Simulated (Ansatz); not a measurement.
# What a change does: single-point calculation on CH₄ClSn

System: CH₄ClSn, multiplicity 2.
Method of run 1: UKS PBE0-D4/def2-TZVP (Ansatz 0.2.0).

Text and figures count atoms from 1; the logs count them from 0 in places.

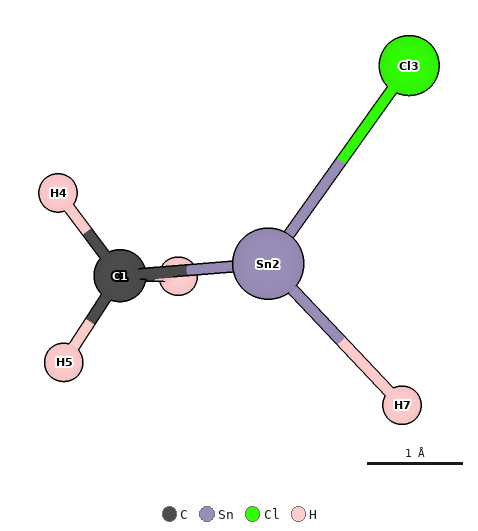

Figure 1. The input geometry (ball-and-stick view, seen at a tilt; atoms are numbered from 1 in the order of the input). Sticks mark near contacts. Bond lengths as drawn: Cl–Sn 2.71 Å, C–H 1.09 Å, C–Sn 2.51 Å and H–Sn 2.09 Å.

## Input, run 1
```yaml
crystal:
  periodic: [false, false, false]
  atoms:
    - { symbol: C, position_ang: [-0.667812, 0.544496, -0.92589] }
    - { symbol: Sn, position_ang: [0.492071, -0.404685, 1.084949] }
    - { symbol: Cl, position_ang: [2.997548, -0.40798, 0.054803] }
    - { symbol: H, position_ang: [-0.380075, 1.58652, -1.052645] }
    - { symbol: H, position_ang: [-1.747611, 0.466279, -0.800807] }
    - { symbol: H, position_ang: [-0.346536, -0.036906, -1.791568] }
    - { symbol: H, position_ang: [0.157064, -2.45774, 0.935436] }
magnetization:
  spin_polarized: true
  initial_magnetization: 1
basis:
  gaussian: { orbitals: def2-TZVP }
hamiltonian:
  xc: pbe0
  dispersion: d4
output:
  forces: true
```

Launched with:
```bash
ansatz run input.yaml --threads 1 --pin off --max-ram 2560MiB --backend cpu --events-out ev --progress --plain --runs-dir out
```

Hardware: 1 thread of Arm Neoverse V2, 112 GiB of memory available, shared host.

## Output (run 1)
```
Engine: ansatz 0.2.0, aarch64-unknown-linux-gnu
Functional definition: PBE0
  parameter a = 0.25
  parameter kappa = 0.804
  parameter beta = 0.06672455060314922
  exchange = (1 - a)*pbe_x(kappa = kappa, mu = beta*pi^2/3) + a*exact_x
  correlation = pbe_c(beta = beta)
1085 factors; their error is unknown
mean field evaluation 1: about -19441.8036 eV, gradient 4.0e1 eV
mean field evaluation 2: about -19424.3007 eV, gradient 6.2e1 eV
mean field evaluation 4: about -19450.5981 eV, gradient 4.2e0 eV
mean field evaluation 8: about -19450.7049 eV, gradient 1.5e-1 eV
mean field evaluation 16: about -19450.8178 eV, gradient 4.4e-3 eV
mean field -19450.81776491 eV, -714.8043686225 hartree, gradient 2.4e-5 eV, S^2 0.764704; 2 other end points of the search recorded, 0 dependent functions left out
the calculation of the forces begins
reference -19450.81779883 eV, -714.8043698693 hartree; 25, 24 occupied and 117, 118 virtual orbitals, 1085 factors
Total energy: -19450.94247466 eV, -714.8089516215 hartree
Atom 0 at    -0.667812     0.544496    -0.925890 Å, force     0.290039    -0.131643     0.659085 eV/Å
Atom 1 at     0.492071    -0.404685     1.084949 Å, force     0.857901    -1.402221    -2.786020 eV/Å
Atom 2 at     2.997548    -0.407980     0.054803 Å, force    -1.946587     0.057556     0.885668 eV/Å
Atom 3 at    -0.380075     1.586520    -1.052645 Å, force     0.175865    -0.031352     0.268799 eV/Å
Atom 4 at    -1.747611     0.466279    -0.800807 Å, force     0.058754    -0.130672     0.326707 eV/Å
Atom 5 at    -0.346536    -0.036906    -1.791568 Å, force     0.273652    -0.237307     0.332270 eV/Å
Atom 6 at     0.157064    -2.457740     0.935436 Å, force     0.290375     1.875640     0.313492 eV/Å
Dipole moment:    -0.925033     0.255366     0.281880 e Å
```

The input of run 2 differs as follows (lines with − go, lines with + come):
```diff
-    - { symbol: C, position_ang: [-0.667812, 0.544496, -0.92589] }
+    - { symbol: C, position_ang: [-0.594054, 0.561046, -0.523667] }
-    - { symbol: Cl, position_ang: [2.997548, -0.40798, 0.054803] }
-    - { symbol: H, position_ang: [-0.380075, 1.58652, -1.052645] }
-    - { symbol: H, position_ang: [-1.747611, 0.466279, -0.800807] }
-    - { symbol: H, position_ang: [-0.346536, -0.036906, -1.791568] }
-    - { symbol: H, position_ang: [0.157064, -2.45774, 0.935436] }
+    - { symbol: Cl, position_ang: [2.748865, -0.291835, 0.373432] }
+    - { symbol: H, position_ang: [-0.294759, 1.605548, -0.587809] }
+    - { symbol: H, position_ang: [-1.66607, 0.488758, -0.341222] }
+    - { symbol: H, position_ang: [-0.334336, 0.043372, -1.448439] }
+    - { symbol: H, position_ang: [0.169628, -2.119751, 1.125053] }
```

What does this change do to the results?

On the same kind of shared host run 2 took about 140 times as long.

## Output (run 2)
```
Engine: ansatz 0.2.0, aarch64-unknown-linux-gnu
Functional definition: PBE0
  parameter a = 0.25
  parameter kappa = 0.804
  parameter beta = 0.06672455060314922
  exchange = (1 - a)*pbe_x(kappa = kappa, mu = beta*pi^2/3) + a*exact_x
  correlation = pbe_c(beta = beta)
1085 factors; their error is unknown
mean field evaluation 1: about -19445.4027 eV, gradient 3.8e1 eV
mean field evaluation 2: about -19438.2703 eV, gradient 4.9e1 eV
mean field evaluation 4: about -19452.1290 eV, gradient 2.2e0 eV
mean field evaluation 8: about -19452.1495 eV, gradient 5.5e-2 eV
mean field evaluation 16: about -19452.2574 eV, gradient 4.5e-4 eV
mean field -19452.25740728 eV, -714.8572745040 hartree, gradient 4.2e-5 eV, S^2 0.752561; 0 other end points of the search recorded, 0 dependent functions left out
the calculation of the forces begins
reference -19452.25744147 eV, -714.8572757605 hartree; 25, 24 occupied and 117, 118 virtual orbitals, 1085 factors
Total energy: -19452.37836314 eV, -714.8617195499 hartree
Atom 0 at    -0.594054     0.561046    -0.523667 Å, force     0.039909    -0.026455     0.110459 eV/Å
Atom 1 at     0.492071    -0.404685     1.084949 Å, force     0.064977    -0.110541    -0.246122 eV/Å
Atom 2 at     2.748865    -0.291835     0.373432 Å, force    -0.152254     0.002490     0.069514 eV/Å
Atom 3 at    -0.294759     1.605548    -0.587809 Å, force     0.004493    -0.001239     0.006734 eV/Å
Atom 4 at    -1.666070     0.488758    -0.341222 Å, force     0.002071    -0.002409     0.009184 eV/Å
Atom 5 at    -0.334336     0.043372    -1.448439 Å, force     0.019510    -0.016843     0.020834 eV/Å
Atom 6 at     0.169628    -2.119751     1.125053 Å, force     0.021293     0.154998     0.029397 eV/Å
Dipole moment:    -0.620656     0.102046     0.065799 e Å
```

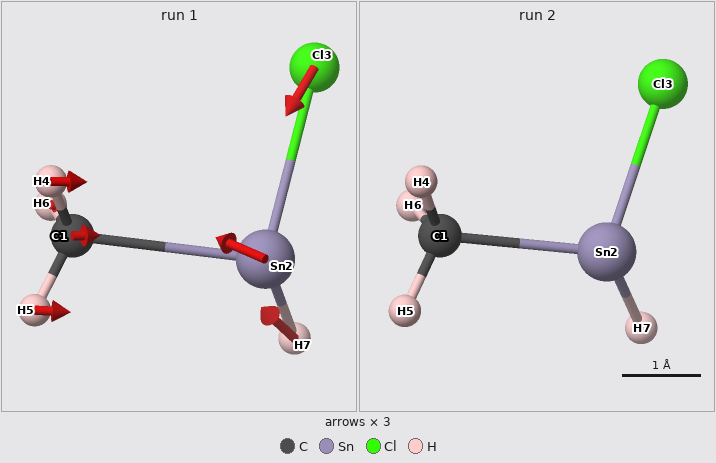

Figure 2. The two input geometries at one scale (ball-and-stick view, seen at a tilt). The red arrows on the first give the shifts of the atoms after the best rigid fit, magnified 3 times. The atom that moves furthest after the best rigid fit is Sn2 (0.30 Å). By element the largest moves are Sn 0.30 Å, H 0.29 Å, Cl 0.26 Å, C 0.13 Å. Among the contacts that change: Sn2–Cl3 2.709 → 2.369 Å, C1–Sn2 2.508 → 2.168 Å, Sn2–H7 2.086 → 1.746 Å.

## The two runs side by side

| quantity | run 1 | run 2 |
| --- | --- | --- |
| outcome | converged | converged |
| total energy (hartree) | −714.808952 | – |
| ⟨S²⟩ | 0.765 | – |
| largest force (eV/Å) | 3.235 | – |
| basis functions | 142 | – |
| wall time (shared host) | 12 s | 29 min |
